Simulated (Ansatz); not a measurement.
**AlGaHCl (triplet): one geometry, many settings**

What do other methods and options give for AlGaHCl (triplet) at this geometry, and how long do they take?

The runs use Ansatz 0.2.0, Gaussian basis; the settings change from run to run.

21 further runs of the same task are left out: 1 for a known fault of the program, 7 that didn't finish, 13 set aside as unsound or not needed. Runs told in other sessions of the task aren't counted.

## (1) The geometry

The geometry is a PBE0/def2-TZVP stationary point (not a proven minimum) of the parent state, kept for this charge and spin. No spin-orbit coupling is included. The filled d shell of Ga may be among the frozen orbitals whatever the setting's name suggests.

4 atoms, charge 0, spin multiplicity 3.

Atoms are counted from 1 here; the program's logs count them from 0.

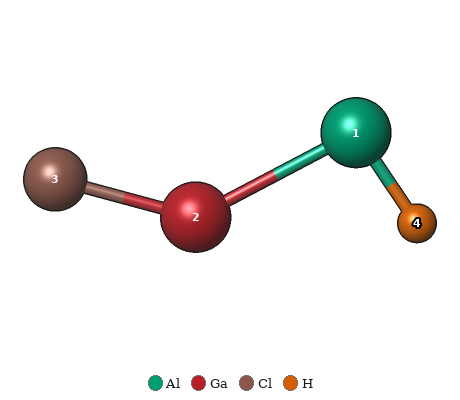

The geometry (aluminium teal, gallium red, chlorine brown, hydrogen orange); atoms are numbered from 1 in the order of the file.

## (2) BCCD on UHF/def2-SVP

Input file in.yaml:

```yaml
crystal:
  periodic: [false, false, false]
  atoms:
    - {symbol: Al, position_ang: [0.000000, -0.534823, 2.550449]}
    - {symbol: Ga, position_ang: [0.000000, 0.411320, -0.006530]}
    - {symbol: Cl, position_ang: [0.000000, -0.428549, -2.021345]}
    - {symbol: H, position_ang: [0.000000, 0.937760, 3.277007]}
basis:
  gaussian: {orbitals: def2-SVP}
magnetization: {spin_polarized: true, initial_magnetization: 2}
hamiltonian: {pseudopotentials: {relativity: scalar}}
correlation: {method: bccd, electrons: outside_noble_gas}
accuracy: high
scf: {lower_state_search: off}
```

Launch:

```bash
> ansatz run in.yaml --threads 1 --pin off --events-out ev --progress --plain --max-ram 2393MiB
```

The log of the run, cut to the lines that bear on the results:

```text
Functional definition: HF
  name "HF"
  cite "Fock, Z. Phys. 61, 126 (1930) doi:10.1007/BF01340294"
  parent pbe
[...]
1310 factors; integrals over basis functions are off by at most 4.3e-9 eV
[...]
mean field -71877.97588036 eV, -2641.4668929612 hartree, gradient 3.1e-8 eV, S^2 2.031663; 0 other end points of the search recorded, 0 dependent functions left out
24 core orbitals not correlated: weight in the atoms' cores, before any rotation towards them, 0.977 or more for the frozen orbitals, at most 0.023 for the correlated occupied ones
reference -71877.97588036 eV, -2641.4668929612 hartree; 8, 6 occupied and 41, 43 virtual orbitals, 1310 factors
second order -6.01076174 eV of doubles, -0.00000000 eV of singles
cycle   1  -6.66349314 eV  change   -6.5e-1 eV  update   8.6e-2
[...]
cycle  32  -6.96417373 eV  change   5.8e-10 eV  update   1.5e-9
Total energy: -71884.94005409 eV, -2641.7228216255 hartree
Relativity: scalar
Checks for a lower state left out: stability, starts, cluster_reference, orbital_swaps, neighbouring_geometries, increment
```

Run time: 6.5 s. Hardware: 1 thread of Arm Neoverse V2, shared host; peak memory 0.34 GiB.

From the report: ⟨S²⟩ of the determinant 2.032 (pure triplet: 2.00); correlation -6.9642 eV; largest double amplitude 0.07.

## (3) MRCISD+Q(relaxed)(6,4)/STO-3G

Input file in.yaml:

```yaml
crystal:
  periodic: [false, false, false]
  atoms:
    - {symbol: Al, position_ang: [0.000000, -0.534823, 2.550449]}
    - {symbol: Ga, position_ang: [0.000000, 0.411320, -0.006530]}
    - {symbol: Cl, position_ang: [0.000000, -0.428549, -2.021345]}
    - {symbol: H, position_ang: [0.000000, 0.937760, 3.277007]}
basis:
  gaussian: {orbitals: STO-3G}
magnetization: {spin_polarized: false, initial_magnetization: 2}
correlation: {method: fic_mrcisd_q_relaxed, electrons: valence, active_space: {window: {electrons: 6, orbitals: 4}}}
```

The command is unchanged.

The log of the run, cut to the lines that bear on the results:

```text
Functional definition: HF
  name "HF"
  cite "Fock, Z. Phys. 61, 126 (1930) doi:10.1007/BF01340294"
  parent pbe
[...]
378 factors; integrals over basis functions are off by at most 1.4e-4 eV
[...]
mean field -70617.39732703 eV, -2595.1414855771 hartree, gradient 2.1e-6 eV, S^2 2.000000; 12 other end points of the search recorded, 0 dependent functions left out
reference -70617.39732703 eV, -2595.1414855771 hartree; 32, 30 occupied and 5, 7 virtual orbitals, 378 factors
state -70617.39818978 eV, -2595.1415172828 hartree
contracted CI cycle   1: correlation 0.00000000 eV, 0.0000000000 hartree, residual 7.46e0 eV
contracted CI cycle   2: correlation -2.07124560 eV, -0.0761168719 hartree, residual 2.22e0 eV
contracted CI cycle   3: correlation -2.30894160 eV, -0.0848520389 hartree, residual 1.11e0 eV
[...]
contracted CI cycle  20: correlation -1.89109165 eV, -0.0694963365 hartree, residual 1.48e-2 eV
contracted CI cycle  21: correlation -1.89110007 eV, -0.0694966456 hartree, residual 1.11e-2 eV
contracted CI cycle  22: correlation -1.89110423 eV, -0.0694967986 hartree, residual 7.74e-3 eV
contracted CI cycle  23: correlation -1.89110623 eV, -0.0694968722 hartree, residual 5.37e-3 eV
contracted CI cycle  24: correlation -1.89110741 eV, -0.0694969155 hartree, residual 4.76e-3 eV
contracted CI cycle  25: correlation -1.89110838 eV, -0.0694969512 hartree, residual 4.06e-3 eV
contracted CI cycle  26: correlation -1.89110913 eV, -0.0694969787 hartree, residual 3.47e-3 eV
contracted CI cycle  27: correlation -1.89110955 eV, -0.0694969942 hartree, residual 2.43e-3 eV
state -70616.98224780 eV, -2595.1262316970 hartree; corrected -70619.06928435 eV, -2595.2029288756 hartree
state -70617.39818978 eV, -2595.1415172828 hartree; corrected -70620.24474334 eV, -2595.2461261964 hartree
Total energy: -70620.24474334 eV, -2595.2461261964 hartree
```

Run time: 7 s. Hardware: 1 thread of Arm Neoverse V2, shared host.

From the report: 8 determinants; active occupations 2.00, 2.00, 1.00, 1.00.

## (4) CISD/6-31G*

Changes to in.yaml since step 3:

```diff
@@ -8,4 +8,6 @@
 basis:
-  gaussian: {orbitals: STO-3G}
+  gaussian: {orbitals: "6-31G*"}
 magnetization: {spin_polarized: false, initial_magnetization: 2}
-correlation: {method: fic_mrcisd_q_relaxed, electrons: valence, active_space: {window: {electrons: 6, orbitals: 4}}}
+correlation: {active_space: {ras: {orbitals: [6, 2, 43], electrons: 14, max_holes: 2, max_particles: 2}, fixed_orbitals: true}}
+scf: {lower_state_search: off}
+output: {forces: true}
```

Same command.

The log of the run, cut to the lines that bear on the results:

```text
Functional definition: HF
  name "HF"
  cite "Fock, Z. Phys. 61, 126 (1930) doi:10.1007/BF01340294"
  parent pbe
[...]
672 factors; integrals over basis functions are off by at most 7.0e-4 eV
[...]
mean field -71427.88580132 eV, -2624.9263876387 hartree, gradient 2.6e-6 eV, S^2 2.000000; 0 other end points of the search recorded, 0 dependent functions left out
reference -71427.88580132 eV, -2624.9263876387 hartree; 32, 30 occupied and 43, 45 virtual orbitals, 672 factors
state -71433.91186173 eV, -2625.1478412740 hartree
[...]
Total energy: -71433.91186173 eV, -2625.1478412740 hartree
Atom 0 at     0.000000    -0.534823     2.550449 Å, force     0.000000     1.303368    -0.604268 eV/Å
Atom 1 at     0.000000     0.411320    -0.006530 Å, force    -0.000000    -0.777181     0.709119 eV/Å
Atom 2 at     0.000000    -0.428549    -2.021345 Å, force    -0.000000     0.145915    -0.230764 eV/Å
Atom 3 at     0.000000     0.937760     3.277007 Å, force    -0.000000    -0.672102     0.125912 eV/Å
Dipole moment:    -0.000000     0.107366     0.217328 e Å
Checks for a lower state left out: starts, cluster_reference, orbital_swaps, neighbouring_geometries, increment
```

Wall time 17 s (1 thread of Arm Neoverse V2, shared host); peak memory 0.32 GiB.

From the report: 291,530 determinants.

## (5) BCCD/cc-pVDZ

Input file in.yaml:

```yaml
crystal:
  periodic: [false, false, false]
  atoms:
    - {symbol: Al, position_ang: [0.000000, -0.534823, 2.550449]}
    - {symbol: Ga, position_ang: [0.000000, 0.411320, -0.006530]}
    - {symbol: Cl, position_ang: [0.000000, -0.428549, -2.021345]}
    - {symbol: H, position_ang: [0.000000, 0.937760, 3.277007]}
basis:
  gaussian: {orbitals: cc-pVDZ}
magnetization: {spin_polarized: true, initial_magnetization: 2}
hamiltonian: {xc: {name: PBE}}
correlation: {method: bccd, electrons: outside_noble_gas}
```

The command is unchanged.

The log of the run, cut to the lines that bear on the results:

```text
Functional definition: PBE
  name "PBE"
  cite "Perdew, Burke & Ernzerhof, Phys. Rev. Lett. 77, 3865 (1996) doi:10.1103/PhysRevLett.77.3865"
  parent pbe
[...]
742 factors; integrals over basis functions are off by at most 1.0e-3 eV
[...]
mean field -71495.65550761 eV, -2627.4168784088 hartree, gradient 2.7e-6 eV, S^2 2.003182; 7 other end points of the search recorded, 0 dependent functions left out
24 core orbitals not correlated: weight in the atoms' cores, before any rotation towards them, 0.986 or more for the frozen orbitals, at most 0.013 for the correlated occupied ones
reference -71434.62109206 eV, -2625.1739050080 hartree; 8, 6 occupied and 36, 38 virtual orbitals, 742 factors
second order -6.61309737 eV of doubles, -0.43389199 eV of singles
cycle   1  -7.43567971 eV  change   -4.0e-1 eV  update   9.1e-2
[...]
cycle  14  -7.70531119 eV  change   -9.2e-6 eV  update   1.0e-5
Total energy: -71442.32640325 eV, -2625.4570699713 hartree
```

Run time: 11 s. Hardware: 1 thread of Arm Neoverse V2, shared host.

From the report: ⟨S²⟩ of the determinant 2.003 (pure triplet: 2.00); correlation -7.7053 eV; largest double amplitude 0.07.

## (6) BCCD on ROHF/6-31G

Changes to in.yaml since step 5:

```diff
@@ -8,5 +8,4 @@
 basis:
-  gaussian: {orbitals: cc-pVDZ}
-magnetization: {spin_polarized: true, initial_magnetization: 2}
-hamiltonian: {xc: {name: PBE}}
-correlation: {method: bccd, electrons: outside_noble_gas}
+  gaussian: {orbitals: 6-31G}
+magnetization: {spin_polarized: false, initial_magnetization: 2}
+correlation: {method: bccd, electrons: outside_noble_gas, diis_vectors: 12}
```

Same command.

The log of the run, cut to the lines that bear on the results:

```text
Functional definition: HF
  name "HF"
  cite "Fock, Z. Phys. 61, 126 (1930) doi:10.1007/BF01340294"
  parent pbe
[...]
563 factors; integrals over basis functions are off by at most 2.0e-4 eV
[...]
mean field -71425.81056901 eV, -2624.8501242580 hartree, gradient 1.7e-6 eV, S^2 2.000000; 9 other end points of the search recorded, 0 dependent functions left out
[...]
determinant -71425.81056901 eV, -2624.8501242580 hartree, with singles and doubles -71429.15588780 eV, -2624.9730624560 hartree
determinant -71425.65862085 eV, -2624.8445402661 hartree, with singles and doubles -71428.73468366 eV, -2624.9575834892 hartree
determinant -71423.33740014 eV, -2624.7592369782 hartree, with singles and doubles -71426.97605398 eV, -2624.8929550406 hartree
determinant -71422.75006892 eV, -2624.7376529539 hartree, with singles and doubles -71426.90405780 eV, -2624.8903092296 hartree
determinant -71422.43707740 eV, -2624.7261507280 hartree, with singles and doubles -71426.17089565 eV, -2624.8633660175 hartree
determinant -71422.40618152 eV, -2624.7250153251 hartree, with singles and doubles -71425.92253451 eV, -2624.8542389142 hartree
determinant -71425.81056901 eV, -2624.8501242580 hartree, with singles and doubles -71429.15744628 eV, -2624.9731197288 hartree
determinant -71425.65862085 eV, -2624.8445402661 hartree, with singles and doubles -71428.73654067 eV, -2624.9576517331 hartree
24 core orbitals not correlated: weight in the atoms' cores, before any rotation towards them, 0.964 or more for the frozen orbitals, at most 0.035 for the correlated occupied ones
reference -71425.81056901 eV, -2624.8501242580 hartree; 8, 6 occupied and 25, 27 virtual orbitals, 563 factors
second order -2.59478177 eV of doubles, -0.01798821 eV of singles
cycle   1  -3.33735188 eV  change    9.5e-3 eV  update   1.5e-2
[...]
cycle  11  -3.32738475 eV  change    3.7e-7 eV  update   1.3e-5
Total energy: -71429.13795376 eV, -2624.9724033920 hartree
```

Run time: 9 s. Hardware: 1 thread of Arm Neoverse V2, shared host.

From the report: correlation -3.3274 eV; largest double amplitude 0.07.

## (7) MP2 on UHF/cc-pVDZ

Changes to in.yaml since step 6:

```diff
@@ -8,4 +8,4 @@
 basis:
-  gaussian: {orbitals: 6-31G}
-magnetization: {spin_polarized: false, initial_magnetization: 2}
-correlation: {method: bccd, electrons: outside_noble_gas, diis_vectors: 12}
+  gaussian: {orbitals: cc-pVDZ}
+magnetization: {spin_polarized: true, initial_magnetization: 2}
+correlation: {method: mp2, electrons: valence}
```

The command is unchanged.

The log of the run, cut to the lines that bear on the results:

```text
Functional definition: HF
  name "HF"
  cite "Fock, Z. Phys. 61, 126 (1930) doi:10.1007/BF01340294"
  parent pbe
[...]
742 factors; integrals over basis functions are off by at most 1.0e-3 eV
[...]
mean field -71435.74658502 eV, -2625.2152661114 hartree, gradient 3.4e-6 eV, S^2 2.036400; 8 other end points of the search recorded, 0 dependent functions left out
19 core orbitals not correlated: weight in the atoms' cores, before any rotation towards them, 1.000 or more for the frozen orbitals, at most 0.000 for the correlated occupied ones
reference -71435.74658502 eV, -2625.2152661114 hartree; 13, 11 occupied and 36, 38 virtual orbitals, 742 factors
second order -6.56781306 eV of doubles, -0.00000000 eV of singles
Total energy: -71442.31439808 eV, -2625.4566287894 hartree
```

Run time: 5 s. Hardware: 1 thread of Arm Neoverse V2, shared host.

From the report: ⟨S²⟩ of the determinant 2.036 (pure triplet: 2.00).

## (8) MRCISD+Q(16,9)/STO-3G

Changes to in.yaml since step 7:

```diff
@@ -8,4 +8,4 @@
 basis:
-  gaussian: {orbitals: cc-pVDZ}
-magnetization: {spin_polarized: true, initial_magnetization: 2}
-correlation: {method: mp2, electrons: valence}
+  gaussian: {orbitals: STO-3G}
+magnetization: {spin_polarized: false, initial_magnetization: 2}
+correlation: {method: fic_mrcisd_q, electrons: valence, active_space: {window: {electrons: 16, orbitals: 9}}}
```

The command is unchanged.

The log of the run, cut to the lines that bear on the results:

```text
Functional definition: HF
  name "HF"
  cite "Fock, Z. Phys. 61, 126 (1930) doi:10.1007/BF01340294"
  parent pbe
[...]
378 factors; integrals over basis functions are off by at most 1.4e-4 eV
[...]
mean field -70617.39732703 eV, -2595.1414855771 hartree, gradient 2.1e-6 eV, S^2 2.000000; 12 other end points of the search recorded, 0 dependent functions left out
reference -70617.39732703 eV, -2595.1414855771 hartree; 32, 30 occupied and 5, 7 virtual orbitals, 378 factors
state -70617.39877229 eV, -2595.1415386896 hartree
contracted CI cycle   1: correlation 0.00000000 eV, 0.0000000000 hartree, residual 7.46e0 eV
contracted CI cycle   2: correlation -2.09973476 eV, -0.0771638292 hartree, residual 2.12e0 eV
contracted CI cycle   3: correlation -2.33281767 eV, -0.0857294680 hartree, residual 9.97e-1 eV
contracted CI cycle   4: correlation -2.39337182 eV, -0.0879547919 hartree, residual 5.64e-1 eV
[...]
contracted CI cycle  18: correlation -1.86194023 eV, -0.0684250413 hartree, residual 5.25e-3 eV
contracted CI cycle  19: correlation -1.86194174 eV, -0.0684250967 hartree, residual 5.56e-3 eV
contracted CI cycle  20: correlation -1.86194351 eV, -0.0684251619 hartree, residual 6.30e-3 eV
contracted CI cycle  21: correlation -1.86194524 eV, -0.0684252256 hartree, residual 5.23e-3 eV
contracted CI cycle  22: correlation -1.86194627 eV, -0.0684252632 hartree, residual 3.50e-3 eV
contracted CI cycle  23: correlation -1.86194666 eV, -0.0684252778 hartree, residual 2.37e-3 eV
contracted CI cycle  24: correlation -1.86194685 eV, -0.0684252846 hartree, residual 1.65e-3 eV
state -70616.98229445 eV, -2595.1262334113 hartree; corrected -70619.05625910 eV, -2595.2024502063 hartree
state -70617.39877229 eV, -2595.1415386896 hartree; corrected -70620.23790552 eV, -2595.2458749112 hartree
WARN: 5 active orbitals are nearly empty or full. The corrections depend on them more than the energy does, and are more stable in an active space without them
Total energy: -70620.23790552 eV, -2595.2458749112 hartree
```

It took 16 s on 1 thread of Arm Neoverse V2, shared host; peak memory 0.45 GiB.

From the report: 40 determinants; active occupations 2.00, 2.00, 2.00, 2.00, 2.00, 2.00, 2.00, 1.00, 1.00. The report marks this result as in doubt.

## (9) MP2 on ROHF/cc-pVDZ

Changes to in.yaml since step 8:

```diff
@@ -8,4 +8,6 @@
 basis:
-  gaussian: {orbitals: STO-3G}
+  gaussian: {orbitals: cc-pVDZ}
 magnetization: {spin_polarized: false, initial_magnetization: 2}
-correlation: {method: fic_mrcisd_q, electrons: valence, active_space: {window: {electrons: 16, orbitals: 9}}}
+correlation: {method: mp2, electrons: outside_noble_gas}
+accuracy: high
+output: {forces: true}
```

The command is unchanged.

The log of the run, cut to the lines that bear on the results:

```text
Functional definition: HF
  name "HF"
  cite "Fock, Z. Phys. 61, 126 (1930) doi:10.1007/BF01340294"
  parent pbe
[...]
1433 factors; integrals over basis functions are off by at most 4.4e-9 eV
[...]
mean field -71435.68258778 eV, -2625.2129142561 hartree, gradient 1.7e-8 eV, S^2 2.000000; 5 other end points of the search recorded, 0 dependent functions left out
[...]
24 core orbitals not correlated: weight in the atoms' cores, before any rotation towards them, 0.984 or more for the frozen orbitals, at most 0.016 for the correlated occupied ones
reference -71435.68258778 eV, -2625.2129142561 hartree; 8, 6 occupied and 36, 38 virtual orbitals, 1433 factors
second order -6.12667317 eV of doubles, -0.02672882 eV of singles
[...]
Total energy: -71441.83598977 eV, -2625.4390476083 hartree
Atom 0 at     0.000000    -0.534823     2.550449 Å, force     0.000000     1.406608    -0.674189 eV/Å
Atom 1 at     0.000000     0.411320    -0.006530 Å, force    -0.000000    -0.876196     0.763447 eV/Å
Atom 2 at     0.000000    -0.428549    -2.021345 Å, force     0.000000     0.186955    -0.200247 eV/Å
Atom 3 at     0.000000     0.937760     3.277007 Å, force    -0.000000    -0.717366     0.110989 eV/Å
Dipole moment:     0.000000     0.088278     0.202418 e Å
```

Run time: 15 s. Hardware: 1 thread of Arm Neoverse V2, shared host; peak memory 0.25 GiB.

## (10) CCSD on UHF/cc-pVDZ

Changes to in.yaml since step 9:

```diff
@@ -9,5 +9,6 @@
   gaussian: {orbitals: cc-pVDZ}
-magnetization: {spin_polarized: false, initial_magnetization: 2}
-correlation: {method: mp2, electrons: outside_noble_gas}
-accuracy: high
+magnetization: {spin_polarized: true, initial_magnetization: 2}
+hamiltonian: {pseudopotentials: {relativity: scalar}}
+correlation: {method: ccsd, electrons: valence}
+scf: {omitted_lower_state_checks: [cluster_reference]}
 output: {forces: true}
```

Launched as before.

The log of the run, cut to the lines that bear on the results:

```text
Functional definition: HF
  name "HF"
  cite "Fock, Z. Phys. 61, 126 (1930) doi:10.1007/BF01340294"
  parent pbe
[...]
741 factors; integrals over basis functions are off by at most 1.0e-3 eV
[...]
mean field -71889.48848599 eV, -2641.8899734145 hartree, gradient 3.9e-6 eV, S^2 2.030871; 8 other end points of the search recorded, 0 dependent functions left out
19 core orbitals not correlated: weight in the atoms' cores, before any rotation towards them, 1.000 or more for the frozen orbitals, at most 0.000 for the correlated occupied ones
reference -71889.48848599 eV, -2641.8899734145 hartree; 13, 11 occupied and 36, 38 virtual orbitals, 741 factors
second order -6.57444322 eV of doubles, -0.00000000 eV of singles
cycle   1  -7.20337423 eV  change   -6.3e-1 eV  update   9.1e-2
[...]
cycle  22  -7.57207480 eV  change    2.1e-9 eV  update   7.0e-8
[...]
Total energy: -71897.06056078 eV, -2642.1682420308 hartree
Relativity: scalar
Atom 0 at     0.000000    -0.534823     2.550449 Å, force     0.000000     1.241401    -0.646784 eV/Å
Atom 1 at     0.000000     0.411320    -0.006530 Å, force    -0.000000    -0.829600     0.622125 eV/Å
Atom 2 at     0.000000    -0.428549    -2.021345 Å, force     0.000000     0.191420    -0.133888 eV/Å
Atom 3 at     0.000000     0.937760     3.277007 Å, force    -0.000000    -0.603220     0.158547 eV/Å
Dipole moment:     0.000000     0.078577     0.250300 e Å
Checks for a lower state left out: cluster_reference
```

Wall time 20 s (1 thread of Arm Neoverse V2, shared host); peak memory 0.27 GiB.

From the report: ⟨S²⟩ of the determinant 2.031 (pure triplet: 2.00); correlation -7.5721 eV; T1 0.022; largest double amplitude 0.07.

## (11) All runs side by side

Where basis and cores are those of an earlier UCCSDT(Q)/cc-pVDZ run (-71443.1019 eV), and the records show the same count of frozen orbitals and kind of state, the miss against it is given; a blank cell means that this couldn't be shown. † marks a result that the program doubts.

| level | correlated | functions | energy (eV) | from UCCSDT(Q) (meV) | time |
| --- | --- | --- | --- | --- | --- |
| BCCD on UHF/def2-SVP (relativity set) | outside noble gas | 73 | -71884.9401 |  | 6.5 s |
| MRCISD+Q(relaxed)(6,4)/STO-3G | valence | 37 | -70620.2447 |  | 7 s |
| CISD/6-31G* | outside noble gas | 75 | -71433.9119 |  | 17 s |
| BCCD/cc-pVDZ (on PBE orbitals) | outside noble gas | 68 | -71442.3264 | 775.5 | 11 s |
| BCCD on ROHF/6-31G | outside noble gas | 57 | -71429.1380 |  | 9 s |
| MP2 on UHF/cc-pVDZ | valence | 68 | -71442.3144 |  | 5 s |
| MRCISD+Q(16,9)/STO-3G † | valence | 37 | -70620.2379 |  | 16 s |
| MP2 on ROHF/cc-pVDZ | outside noble gas | 68 | -71441.8360 | 1266.0 | 15 s |
| CCSD on UHF/cc-pVDZ (relativity set) | valence | 68 | -71897.0606 |  | 20 s |

## (12) Results

| quantity | value |
| --- | --- |
| runs | 9 |
| quickest | MP2 on UHF/cc-pVDZ, 5 s |
| slowest | CCSD on UHF/cc-pVDZ (relativity set), 20 s |

In words: Total energies in different bases, with other cores or another treatment of relativity can't be set against each other. «valence» and «outside noble gas» are the program's key words; the logs give how many orbitals each freezes, and for Ga to Kr the 3d shell needn't follow the word's plain sense. CCSD on UHF/cc-pVDZ (relativity set) took 4 times as long as MP2 on UHF/cc-pVDZ; the jobs differ in more than the method. Among the correlated runs with a miss given, it spans +776 to +1266 meV. Cores frozen from Kohn-Sham orbitals shift the total energy.
